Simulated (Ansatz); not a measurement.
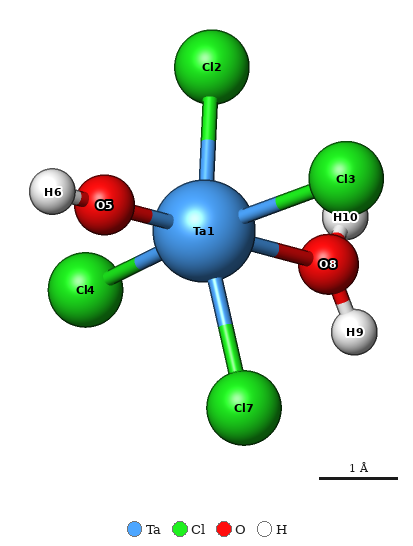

*The structure as given in the input (ball-and-stick view, seen at a tilt; atoms are numbered from 1 in the order of the input). Sticks mark near contacts.*

**Nudged elastic band of TaH$_{3}$Cl$_{4}$O$_{2}$**

- system: TaH$_{3}$Cl$_{4}$O$_{2}$
- method: RHF/def2-SVP (Ansatz 0.2.0)

It belongs to a series of runs on one base structure; here: band between the two ends. Figures and captions count atoms from 1; the log counts them from 0 in places.

Output
```
Engine: ansatz 0.2.0, x86_64-unknown-linux-gnu
Functional definition: HF
  exchange = exact_x
  correlation = 0
1485 factors; integrals over basis functions are off by at most 3.5e-4 eV
mean field evaluation 1: about -55653.2785 eV, gradient 5.5e1 eV
mean field evaluation 2: about -55653.5052 eV, gradient 5.5e1 eV
mean field evaluation 4: about -55660.1568 eV, gradient 5.7e0 eV
mean field evaluation 8: about -55660.2605 eV, gradient 5.8e-1 eV
mean field -55660.26202370 eV, -2045.4769014904 hartree, gradient 6.3e-5 eV, S^2 0.000000; 0 other end points of the search recorded, 0 dependent functions left out
the calculation of the forces begins
reference -55660.26202370 eV, -2045.4769014904 hartree; 50, 50 occupied and 97, 97 virtual orbitals, 1485 factors
1485 factors; integrals over basis functions are off by at most 7.8e-4 eV
mean field evaluation 16: about -55653.3294 eV, gradient 5.6e1 eV
mean field -55659.44385126 eV, -2045.4468342076 hartree, gradient 8.1e-5 eV, S^2 0.000000; 0 other end points of the search recorded, 0 dependent functions left out
[... from here on the field's lines of each further geometry are left out, up to the last ...]
NEB iter   1: max|band force component| = 1.546e1 eV/Å  barrier→ = 7.3704 eV  barrier← = 6.5523 eV  Δτ_max = 0.2000 Å  (288 SCF iters)
NEB iter   2: max|band force component| = 3.347e0 eV/Å  barrier→ = 3.8344 eV  barrier← = 3.0162 eV  Δτ_max = 0.1980 Å  (219 SCF iters)
NEB iter   3: max|band force component| = 2.495e0 eV/Å  barrier→ = 2.6067 eV  barrier← = 1.7886 eV  Δτ_max = 0.1947 Å  (209 SCF iters)
NEB iter   4: max|band force component| = 1.546e0 eV/Å  barrier→ = 2.1218 eV  barrier← = 1.3037 eV  Δτ_max = 0.1995 Å  (204 SCF iters)
NEB iter   5: max|band force component| = 1.124e0 eV/Å  barrier→ = 2.0084 eV  barrier← = 1.1903 eV  Δτ_max = 0.2000 Å  (210 SCF iters)
NEB iter   6: max|band force component| = 9.543e-1 eV/Å  barrier→ = 2.0054 eV  barrier← = 1.1872 eV  Δτ_max = 0.2000 Å  (216 SCF iters)
NEB iter   7: max|band force component| = 7.697e-1 eV/Å  barrier→ = 2.0011 eV  barrier← = 1.1829 eV  Δτ_max = 0.1895 Å  (205 SCF iters)
NEB iter   8: max|band force component| = 6.175e-1 eV/Å  barrier→ = 1.9634 eV  barrier← = 1.1453 eV  Δτ_max = 0.0949 Å  (204 SCF iters)
NEB iter   9: max|band force component| = 3.205e-1 eV/Å  barrier→ = 1.9415 eV  barrier← = 1.1233 eV  CI = image 3  Δτ_max = 0.2000 Å  (202 SCF iters)
NEB iter  10: max|band force component| = 7.330e-1 eV/Å  barrier→ = 1.8676 eV  barrier← = 1.0494 eV  CI = image 3  Δτ_max = 0.0998 Å  (202 SCF iters)
NEB iter  11: max|band force component| = 6.891e-1 eV/Å  barrier→ = 1.8265 eV  barrier← = 1.0083 eV  CI = image 3  Δτ_max = 0.0499 Å  (202 SCF iters)
NEB iter  12: max|band force component| = 4.571e-1 eV/Å  barrier→ = 1.7952 eV  barrier← = 0.9770 eV  CI = image 3  Δτ_max = 0.1001 Å  (204 SCF iters)
NEB iter  13: max|band force component| = 2.858e-1 eV/Å  barrier→ = 1.7426 eV  barrier← = 0.9244 eV  CI = image 3  Δτ_max = 0.1773 Å  (201 SCF iters)
NEB iter  14: max|band force component| = 2.999e-1 eV/Å  barrier→ = 1.6847 eV  barrier← = 0.8666 eV  CI = image 3  Δτ_max = 0.0886 Å  (202 SCF iters)
NEB iter  15: max|band force component| = 2.288e-1 eV/Å  barrier→ = 1.6522 eV  barrier← = 0.8341 eV  CI = image 3  Δτ_max = 0.0889 Å  (201 SCF iters)
NEB iter  16: max|band force component| = 2.845e-1 eV/Å  barrier→ = 1.6190 eV  barrier← = 0.8008 eV  CI = image 3  Δτ_max = 0.0444 Å  (202 SCF iters)
NEB iter  17: max|band force component| = 1.252e-1 eV/Å  barrier→ = 1.6053 eV  barrier← = 0.7871 eV  CI = image 3  Δτ_max = 0.0903 Å  (203 SCF iters)
NEB iter  18: max|band force component| = 1.465e-1 eV/Å  barrier→ = 1.5812 eV  barrier← = 0.7630 eV  CI = image 3  Δτ_max = 0.0446 Å  (203 SCF iters)
NEB iter  19: max|band force component| = 1.404e-1 eV/Å  barrier→ = 1.5704 eV  barrier← = 0.7522 eV  CI = image 3  Δτ_max = 0.0446 Å  (203 SCF iters)
NEB iter  20: max|band force component| = 8.176e-2 eV/Å  barrier→ = 1.5603 eV  barrier← = 0.7421 eV  CI = image 3  Δτ_max = 0.0445 Å  (204 SCF iters)
NEB iter  21: max|band force component| = 8.233e-2 eV/Å  barrier→ = 1.5506 eV  barrier← = 0.7324 eV  CI = image 3  Δτ_max = 0.0445 Å  (202 SCF iters)
NEB iter  22: max|band force component| = 8.581e-2 eV/Å  barrier→ = 1.5413 eV  barrier← = 0.7231 eV  CI = image 3  Δτ_max = 0.0223 Å  (207 SCF iters)
NEB iter  23: max|band force component| = 8.499e-2 eV/Å  barrier→ = 1.5369 eV  barrier← = 0.7187 eV  CI = image 3  Δτ_max = 0.0222 Å  (206 SCF iters)
NEB iter  24: max|band force component| = 8.539e-2 eV/Å  barrier→ = 1.5325 eV  barrier← = 0.7143 eV  CI = image 3  Δτ_max = 0.0222 Å  (207 SCF iters)
NEB iter  25: max|band force component| = 9.041e-2 eV/Å  barrier→ = 1.5282 eV  barrier← = 0.7100 eV  CI = image 3  Δτ_max = 0.0111 Å  (207 SCF iters)
NEB iter  26: max|band force component| = 8.425e-2 eV/Å  barrier→ = 1.5261 eV  barrier← = 0.7079 eV  CI = image 3  Δτ_max = 0.0111 Å  (208 SCF iters)
NEB iter  27: max|band force component| = 8.374e-2 eV/Å  barrier→ = 1.5239 eV  barrier← = 0.7058 eV  CI = image 3  Δτ_max = 0.0222 Å  (207 SCF iters)
NEB iter  28: max|band force component| = 8.328e-2 eV/Å  barrier→ = 1.5196 eV  barrier← = 0.7014 eV  CI = image 3  Δτ_max = 0.0445 Å  (209 SCF iters)
NEB iter  29: max|band force component| = 8.023e-2 eV/Å  barrier→ = 1.5114 eV  barrier← = 0.6932 eV  CI = image 3  Δτ_max = 0.0444 Å  (203 SCF iters)
NEB iter  30: max|band force component| = 7.444e-2 eV/Å  barrier→ = 1.5040 eV  barrier← = 0.6858 eV  CI = image 3  Δτ_max = 0.0444 Å  (202 SCF iters)
NEB iter  31: max|band force component| = 6.356e-2 eV/Å  barrier→ = 1.4976 eV  barrier← = 0.6794 eV  CI = image 3  Δτ_max = 0.0445 Å  (206 SCF iters)
NEB iter  32: max|band force component| = 6.404e-2 eV/Å  barrier→ = 1.4924 eV  barrier← = 0.6742 eV  CI = image 3  Δτ_max = 0.0445 Å  (206 SCF iters)
NEB iter  33: max|band force component| = 6.285e-2 eV/Å  barrier→ = 1.4886 eV  barrier← = 0.6705 eV  CI = image 3  Δτ_max = 0.0443 Å  (206 SCF iters)
NEB iter  34: max|band force component| = 6.023e-2 eV/Å  barrier→ = 1.4863 eV  barrier← = 0.6682 eV  CI = image 3  Δτ_max = 0.0882 Å  (205 SCF iters)
NEB iter  35: max|band force component| = 7.389e-2 eV/Å  barrier→ = 1.4856 eV  barrier← = 0.6674 eV  CI = image 3  Δτ_max = 0.0443 Å  (205 SCF iters)
NEB iter  36: max|band force component| = 5.805e-2 eV/Å  barrier→ = 1.4853 eV  barrier← = 0.6672 eV  CI = image 3  Δτ_max = 0.0442 Å  (205 SCF iters)
NEB iter  37: max|band force component| = 5.473e-2 eV/Å  barrier→ = 1.4853 eV  barrier← = 0.6671 eV  CI = image 3  Δτ_max = 0.0441 Å  (185 SCF iters)
the calculation of the forces begins
reference -55659.43802909 eV, -2045.4466202470 hartree; 50, 50 occupied and 97, 97 virtual orbitals, 1482 factors
1487 factors; integrals over basis functions are off by at most 1.1e-3 eV
mean field evaluation 1856: about -55658.7765 eV, gradient 1.8e-1 eV
mean field -55658.77677730 eV, -2045.4223196920 hartree, gradient 2.9e-5 eV, S^2 0.000000; 1 other end points of the search recorded, 0 dependent functions left out
the calculation of the forces begins
reference -55658.77677730 eV, -2045.4223196920 hartree; 50, 50 occupied and 97, 97 virtual orbitals, 1487 factors
NEB iter  38: max|band force component| = 4.965e-2 eV/Å  barrier→ = 1.4852 eV  barrier← = 0.6671 eV  CI = image 3  Δτ_max = 0.0000 Å  (443 SCF iters)
```

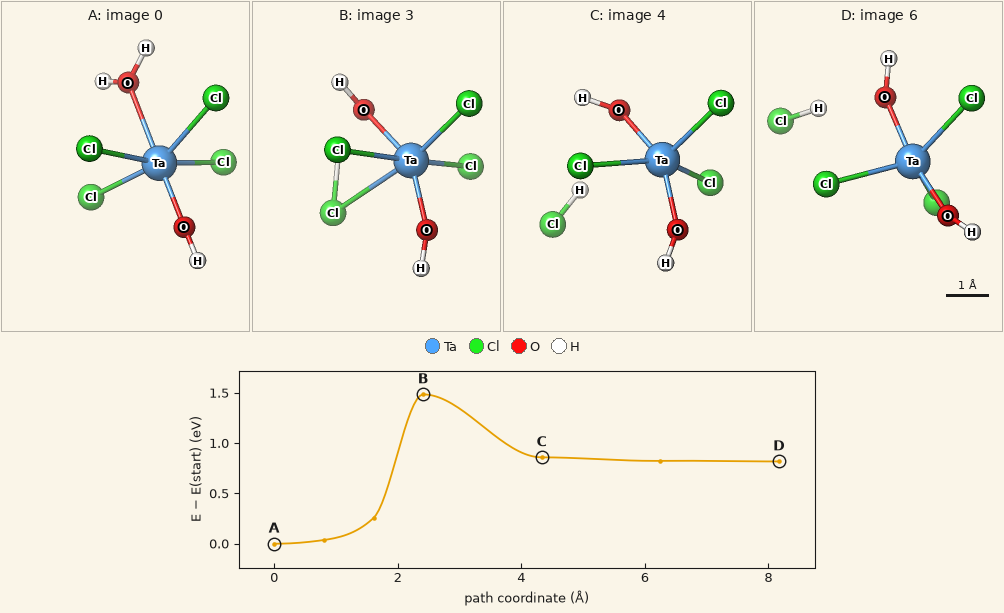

*Images of the last band (counted from 0; ball-and-stick, seen at a tilt) above the energy along the path; the line is a cubic interpolation that uses the forces.*

The highest image is number 3, 1.485 eV above the start and 0.667 eV above the end (the climbing image); the end lies 0.818 eV above the start. The path is 8.17 Å long. The band converged in 38 iterations.

```
Total energy: -55658.77677730 eV, -2045.4223196920 hartree
Atom 0 at    -0.360022    -0.442390     0.208711 Å, force     0.006668    -0.006404    -0.001275 eV/Å
Atom 1 at     2.331223     0.440401     0.478020 Å, force    -0.002213    -0.004659    -0.005621 eV/Å
Atom 2 at    -0.468062    -0.408800     2.590626 Å, force    -0.008411    -0.000947    -0.001628 eV/Å
Atom 3 at     0.168352    -0.650294    -2.072557 Å, force     0.007857     0.002306    -0.000689 eV/Å
Atom 4 at    -0.796875     1.335077     0.091557 Å, force    -0.006198     0.003775    -0.002662 eV/Å
Atom 5 at    -0.639630     2.264064     0.162868 Å, force     0.003868    -0.000273     0.002847 eV/Å
Atom 6 at    -2.366382    -1.543576     0.005214 Å, force    -0.001611     0.000306     0.011162 eV/Å
Atom 7 at     1.044100    -1.889952     0.524056 Å, force    -0.002920     0.000752    -0.003052 eV/Å
Atom 8 at     1.037523    -2.481489     1.267111 Å, force    -0.001098    -0.001855    -0.001095 eV/Å
Atom 9 at     2.007874    -0.981941     0.546694 Å, force     0.004059     0.006999     0.002014 eV/Å
Dipole moment:    -0.006099     0.092048     0.207785 e Å
this run last wrote the band of iteration 38 to [file]
```

The last band as extended XYZ (Å, eV, eV/Å)
```
10
Properties=species:S:1:pos:R:3:forces:R:3 image=0 energy=-55660.26202
Ta   -0.0284   -0.0293    0.3357   -0.0049   0.0114   0.0085
Cl    2.2251    0.7136    0.4859    0.0023  -0.0009   0.0002
Cl   -0.1900    0.0937    2.7005   -0.0001  -0.0033   0.0017
Cl    0.3420   -0.5336   -1.9640    0.0003   0.0021  -0.0043
O    -0.8823    1.5424    0.0248    0.0001   0.0002  -0.0054
H    -1.3249    2.3579   -0.1443    0.0008  -0.0011  -0.0012
Cl   -1.8628   -1.5405    0.3209    0.0009  -0.0042   0.0003
O     1.0510   -2.0105    0.7079    0.0063  -0.0145  -0.0030
H     0.6312   -2.8585    0.6232   -0.0029   0.0074   0.0058
H     1.9973   -2.0942    0.7119   -0.0027   0.0029  -0.0026
10
Properties=species:S:1:pos:R:3:forces:R:3 image=1 energy=-55660.22564
Ta   -0.0969   -0.0932    0.2303    0.0233   0.0153   0.0012
Cl    2.1460    0.7133    0.4385    0.0099   0.0063   0.0013
Cl   -0.2437   -0.1694    2.6146    0.0174   0.0277   0.0040
Cl    0.3123   -0.5238   -2.0578    0.0116   0.0186  -0.0006
O    -0.8941    1.5264    0.0311   -0.0009   0.0072   0.0022
H    -1.1269    2.4402   -0.0012   -0.0568   0.0032  -0.0124
Cl   -1.9634   -1.5423    0.1401    0.0291  -0.0073   0.0115
O     1.0604   -2.0522    0.5686   -0.0028  -0.0055   0.0073
H     0.7592   -2.6933    1.2022   -0.0344  -0.0194  -0.0202
H     2.0053   -1.9646    0.6360    0.0035  -0.0460   0.0058
10
Properties=species:S:1:pos:R:3:forces:R:3 image=2 energy=-55660.00561
Ta   -0.2314   -0.2300    0.2032    0.1100   0.1875  -0.0071
Cl    2.0595    0.6674    0.4255   -0.2440   0.2112  -0.0357
Cl   -0.3939   -0.3661    2.5834    0.0565   0.0025  -0.0086
Cl    0.2011   -0.6695   -2.0689    0.0410   0.0183   0.0003
O    -0.8822    1.4607    0.0445   -0.0874   0.1096  -0.0215
H    -0.7352    2.3927    0.0941   -0.0990   0.1124  -0.0265
Cl   -2.1895   -1.5254    0.0538    0.1646   0.0079   0.0306
O     1.1252   -1.9933    0.5527    0.0766  -0.0857   0.0091
H     1.0194   -2.5293    1.3307   -0.0069  -0.0503   0.0305
H     1.9852   -1.5662    0.5831   -0.0114  -0.5135   0.0290
10
Properties=species:S:1:pos:R:3:forces:R:3 image=3 energy=-55658.77678
Ta   -0.3600   -0.4424    0.2087    0.0067  -0.0064  -0.0013
Cl    2.3312    0.4404    0.4780   -0.0022  -0.0047  -0.0056
Cl   -0.4681   -0.4088    2.5906   -0.0084  -0.0009  -0.0016
Cl    0.1684   -0.6503   -2.0726    0.0079   0.0023  -0.0007
O    -0.7969    1.3351    0.0916   -0.0062   0.0038  -0.0027
H    -0.6396    2.2641    0.1629    0.0039  -0.0003   0.0028
Cl   -2.3664   -1.5436    0.0052   -0.0016   0.0003   0.0112
O     1.0441   -1.8900    0.5241   -0.0029   0.0008  -0.0031
H     1.0375   -2.4815    1.2671   -0.0011  -0.0019  -0.0011
H     2.0079   -0.9819    0.5467    0.0041   0.0070   0.0020
10
Properties=species:S:1:pos:R:3:forces:R:3 image=4 energy=-55659.40298
Ta   -0.6813   -0.5412    0.1697    0.0083  -0.0231   0.0050
Cl    3.1795    0.0884    0.8190   -0.0060  -0.0101  -0.0054
Cl   -0.5865   -0.1023    2.5246   -0.0434  -0.0040   0.0050
Cl    0.3739   -0.5350   -1.9358    0.0027  -0.0040  -0.0051
O    -0.9679    1.2966    0.0239    0.0181   0.0011  -0.0026
H    -0.9000    2.1676    0.3806    0.0157  -0.0011   0.0040
Cl   -2.7584   -1.4379   -0.2015    0.0036   0.0072  -0.0020
O     0.3697   -2.0345    0.6307   -0.0213   0.0179   0.0427
H     0.7991   -2.3804    1.3981    0.0080  -0.0175  -0.0088
H     3.1299   -0.8802   -0.0070    0.0143   0.0336  -0.0328
10
Properties=species:S:1:pos:R:3:forces:R:3 image=5 energy=-55659.43803
Ta   -0.6619   -0.3413    0.2965   -0.0196  -0.0172   0.0042
Cl    3.9064   -0.7332    0.8812   -0.0090  -0.0347   0.0260
Cl   -0.1611    0.4233    2.4565   -0.0047   0.0012   0.0031
Cl    0.7804   -0.0534   -1.5275    0.0032   0.0039   0.0003
O    -1.4490    1.3183   -0.0377    0.0214   0.0095   0.0140
H    -1.7773    2.2003   -0.0337   -0.0069  -0.0057  -0.0192
Cl   -2.6720   -1.4487   -0.0738    0.0025  -0.0058  -0.0030
O     0.2048   -1.9415    0.7354   -0.0074   0.0149   0.0238
H     0.6407   -2.6561    1.1660    0.0060  -0.0007   0.0005
H     3.1471   -1.1267   -0.0607    0.0145   0.0347  -0.0495
10
Properties=species:S:1:pos:R:3:forces:R:3 image=6 energy=-55659.44385
Ta   -0.4349   -0.0672    0.2708   -0.0279   0.0206  -0.0084
Cl    3.9820   -1.3326    0.8889   -0.0041  -0.0016  -0.0001
Cl    0.3657    0.8717    2.2299    0.0001  -0.0004   0.0012
Cl    0.7881    0.4162   -1.6350    0.0004  -0.0005  -0.0009
O    -1.6415    1.3238   -0.0262   -0.0001  -0.0064   0.0016
H    -2.4576    1.7729   -0.1701    0.0100  -0.0056   0.0021
Cl   -2.3343   -1.4813    0.2317    0.0042   0.0045   0.0003
O     0.5208   -1.6835    0.5644    0.0177  -0.0041   0.0035
H     0.4379   -2.6186    0.6657   -0.0091  -0.0092   0.0000
H     2.7319   -1.5603    0.7821    0.0090   0.0027   0.0008
```

This output came from the following input.

The input
```yaml
crystal:
  periodic: [false, false, false]
  atoms:
    - { symbol: Ta, position_ang: [-0.028414, -0.029278, 0.33569] }
    - { symbol: Cl, position_ang: [2.225063, 0.713632, 0.485886] }
    - { symbol: Cl, position_ang: [-0.190013, 0.093747, 2.700479] }
    - { symbol: Cl, position_ang: [0.341993, -0.533577, -1.964018] }
    - { symbol: O, position_ang: [-0.882332, 1.54238, 0.024799] }
    - { symbol: H, position_ang: [-1.324903, 2.357899, -0.14433] }
    - { symbol: Cl, position_ang: [-1.86284, -1.54049, 0.320868] }
    - { symbol: O, position_ang: [1.05103, -2.010499, 0.707866] }
    - { symbol: H, position_ang: [0.63119, -2.858495, 0.623192] }
    - { symbol: H, position_ang: [1.997326, -2.094219, 0.711868] }
basis:
  gaussian: { orbitals: def2-SVP }
hamiltonian:
  xc: hf
neb:
  order_check: false
  images: 5
  f_tol: 0.05
  max_iterations: 60
  final_atoms:
    - { symbol: Ta, position_ang: [-0.43485992, -0.06724623, 0.27084547] }
    - { symbol: Cl, position_ang: [3.98195183, -1.33259673, 0.88891831] }
    - { symbol: Cl, position_ang: [0.36566752, 0.87173315, 2.22991943] }
    - { symbol: Cl, position_ang: [0.78810304, 0.416245, -1.63497977] }
    - { symbol: O, position_ang: [-1.64149824, 1.32382055, -0.02620833] }
    - { symbol: H, position_ang: [-2.45764403, 1.77287497, -0.17011075] }
    - { symbol: Cl, position_ang: [-2.33427291, -1.48128338, 0.23168618] }
    - { symbol: O, position_ang: [0.52083661, -1.68353343, 0.5643873] }
    - { symbol: H, position_ang: [0.43792208, -2.61861576, 0.66572666] }
    - { symbol: H, position_ang: [2.73189401, -1.56029815, 0.78211551] }
  initial_path:
    images:
      - { positions_ang: [[-0.028414, -0.029278, 0.33569], [2.225063, 0.713632, 0.485886], [-0.190013, 0.093747, 2.700479], [0.341993, -0.533577, -1.964018], [-0.882332, 1.54238, 0.024799], [-1.324903, 2.357899, -0.14433], [-1.86284, -1.54049, 0.320868], [1.05103, -2.010499, 0.707866], [0.63119, -2.858495, 0.623192], [1.997326, -2.094219, 0.711868]] }
      - { positions_ang: [[-0.0067039, -0.0233837, 0.21408173], [2.43313418, 0.45283171, 0.37973268], [-0.17112846, 0.09139508, 2.6113333], [0.296926, -0.39234515, -2.1397825], [-0.89835919, 1.61373224, -0.03897292], [-1.3710201, 2.21047378, 0.12928984], [-1.65662259, -1.7348007, 0.20280774], [0.9149273, -1.95413613, 0.89257539], [0.44642478, -2.78484221, 0.75049435], [1.97052197, -1.83782492, 0.80074038]] }
      - { positions_ang: [[0.01500621, -0.0174894, 0.09247347], [2.64120536, 0.19203142, 0.27357937], [-0.15224392, 0.08904316, 2.52218759], [0.25185901, -0.25111329, -2.31554699], [-0.91438638, 1.68508447, -0.10274484], [-1.41713719, 2.06304856, 0.40290967], [-1.45040518, -1.9291114, 0.08474749], [0.77882459, -1.89777325, 1.07728479], [0.26165957, -2.71118942, 0.87779671], [1.94371794, -1.58143085, 0.88961275]] }
      - { positions_ang: [[0.03671631, -0.0115951, -0.0291348], [2.84927654, -0.06876886, 0.16742605], [-0.13335938, 0.08669124, 2.43304189], [0.20679201, -0.10988144, -2.49131149], [-0.93041357, 1.75643671, -0.16651676], [-1.46325429, 1.91562334, 0.67652951], [-1.24418777, -2.1234221, -0.03331277], [0.64272189, -1.84141038, 1.26199418], [0.07689435, -2.63753663, 1.00509906], [1.91691391, -1.32503677, 0.97848513]] }
      - { positions_ang: [[-0.12047576, -0.03014548, 0.07085862], [3.22683497, -0.49004482, 0.40792347], [0.03298292, 0.34837188, 2.3653344], [0.40056236, 0.06549404, -2.20586758], [-1.1674418, 1.61223132, -0.11974729], [-1.79471753, 1.86804055, 0.39431609], [-1.60754948, -1.90937586, 0.05502021], [0.60209346, -1.78878473, 1.02945855], [0.19723693, -2.63122967, 0.89197493], [2.18857394, -1.40345723, 0.91302859]] }
      - { positions_ang: [[-0.27766784, -0.04869585, 0.17085205], [3.6043934, -0.91132077, 0.64842089], [0.19932522, 0.61005252, 2.29762691], [0.5943327, 0.24086952, -1.92042367], [-1.40447002, 1.46802594, -0.07297781], [-2.12618078, 1.82045776, 0.11210267], [-1.97091119, -1.69532962, 0.14335319], [0.56146504, -1.73615908, 0.79692293], [0.31757951, -2.62492272, 0.77885079], [2.46023398, -1.48187769, 0.84757205]] }
      - { positions_ang: [[-0.43485992, -0.06724623, 0.27084547], [3.98195183, -1.33259673, 0.88891831], [0.36566752, 0.87173315, 2.22991943], [0.78810304, 0.416245, -1.63497977], [-1.64149824, 1.32382055, -0.02620833], [-2.45764403, 1.77287497, -0.17011075], [-2.33427291, -1.48128338, 0.23168618], [0.52083661, -1.68353343, 0.5643873], [0.43792208, -2.61861576, 0.66572666], [2.73189401, -1.56029815, 0.78211551]] }
```

Run as:
```bash
ansatz run input.yaml --threads 4 --pin off --max-ram 5120MiB --backend cpu --events-out ev --progress --plain --runs-dir out
```

Key numbers

| quantity | value |
| --- | --- |
| outcome | converged |
| barrier, forward | 1.485 eV |
| barrier, backward | 0.667 eV |
| hardware | 4 threads of AMD EPYC (Zen 5), 32 GiB of memory available, shared host |
| wall time | 3 min (CPU time 11 min) |
| peak memory | 0.52 GiB |

The order of the saddle point was not checked.
